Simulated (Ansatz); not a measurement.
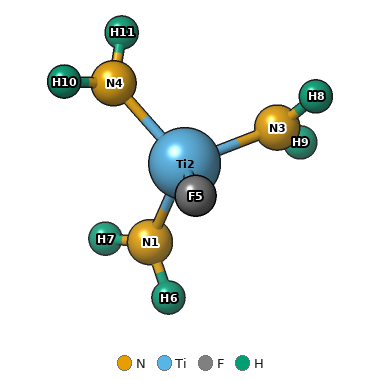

The system is FH6N3Ti, SMILES [NH2][Ti]([NH2])([NH2])[F]; the picture shows the reference structure. First axis: dihedral N1–Ti2–N4–H10. Second axis: dihedral H6–N1–Ti2–N3. Nothing is relaxed (all other coordinates rigid). Grid: 10 × 10 points. Points are written as (first, second). Energies: kcal/mol, counted from the lowest grid point. These are results of RKS PBE0-D4/def2-SVP (Ansatz 0.2.0), not measurements.

Its coordinates:

```yaml
atoms:
  - { symbol: N, position_ang: [-1.5618, 0.7518, 0.1560] }
  - { symbol: Ti, position_ang: [0.2668, 0.3763, 0.1498] }
  - { symbol: N, position_ang: [0.5328, -1.1063, 1.2525] }
  - { symbol: N, position_ang: [0.7222, -0.1357, -1.5868] }
  - { symbol: F, position_ang: [1.2174, 1.7660, 0.6884] }
  - { symbol: H, position_ang: [-2.0143, 1.3024, 0.8826] }
  - { symbol: H, position_ang: [-2.2104, 0.5748, -0.6049] }
  - { symbol: H, position_ang: [1.4402, -1.3554, 1.6404] }
  - { symbol: H, position_ang: [-0.1946, -1.6830, 1.6639] }
  - { symbol: H, position_ang: [0.9289, 0.5311, -2.3274] }
  - { symbol: H, position_ang: [0.9383, -1.0790, -1.8939] }
```

Range: dihedral N1–Ti2–N4–H10 from −180 to 144°; dihedral H6–N1–Ti2–N3 from −180 to 144°.

Question: What will the energy surface look like?

Answer: The lowest grid point is at (72°, 72°). The bottom of the well lies between grid points, at about (85°, 85°), about 0.54 kcal/mol lower on the interpolated surface. There are further wells near (72°, −108°) (0.27 kcal/mol above the lowest at that grid point); (−108°, 72°) (0.30 kcal/mol above the lowest at that grid point); (−108°, −108°) (0.6 kcal/mol above the lowest at that grid point). The highest grid point, (0°, −144°), lies 7.8 kcal/mol above the lowest. On the interpolated surface the easiest way out of the lowest well to the well at about (−100°, 85°) passes a barrier of about 5.8 kcal/mol, counted from the interpolated bottom of the well. Round the minimum the valley is somewhat tilted: raising dihedral N1–Ti2–N4–H10 shifts the best value of dihedral H6–N1–Ti2–N3 downwards (coupling k₁₂/√(k₁₁k₂₂) about 0.2).

```
dihedral H6–N1–Ti2–N3 ↓, dihedral N1–Ti2–N4–H10 →  −180  −144  −108  −72  −36    0   36   72  108  144
                                              144   4.8   3.4   3.7  5.4  6.3  5.1  3.5  3.8  5.4  6.1
                                              108   4.9   2.3   0.5  2.0  5.0  5.2  2.2  0.4  1.8  4.6
                                               72   6.4   3.7   0.3  0.9  4.9  6.7  3.5  0.0  0.5  4.4
                                               36   7.2   5.5   3.3  3.5  6.1  7.4  5.5  3.1  3.4  5.8
                                                0   6.2   5.4   5.7  6.7  7.3  6.4  5.5  5.8  6.9  7.1
                                              −36   4.8   3.4   4.0  5.8  6.5  5.0  3.5  4.2  5.9  6.3
                                              −72   5.0   2.4   0.8  2.4  5.2  5.2  2.3  0.7  2.2  4.9
                                             −108   6.7   3.9   0.6  1.3  5.2  6.9  3.7  0.3  0.9  4.7
                                             −144   7.5   5.9   3.5  3.8  6.4  7.8  5.8  3.3  3.5  6.1
                                             −180   6.4   5.5   5.5  6.5  7.3  6.7  5.6  5.7  6.6  7.1
```

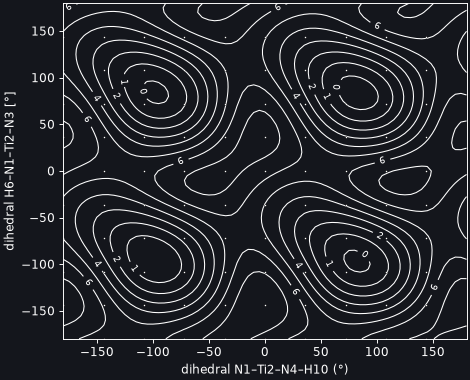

The picture shows contour lines labelled in kcal/mol, dots at the grid points. Between grid points the surface is interpolated.

Each point was launched as `ansatz run input.yaml --threads 1 --pin off --max-ram 2560MiB --backend cpu --events-out ev --progress --plain --runs-dir out`. Time for the 100 points that were run: 8.8 min on 1 thread of INTEL(R) XEON(R) PLATINUM 8581C CPU @ 2.10GHz (Emerald Rapids), with other jobs on the host.
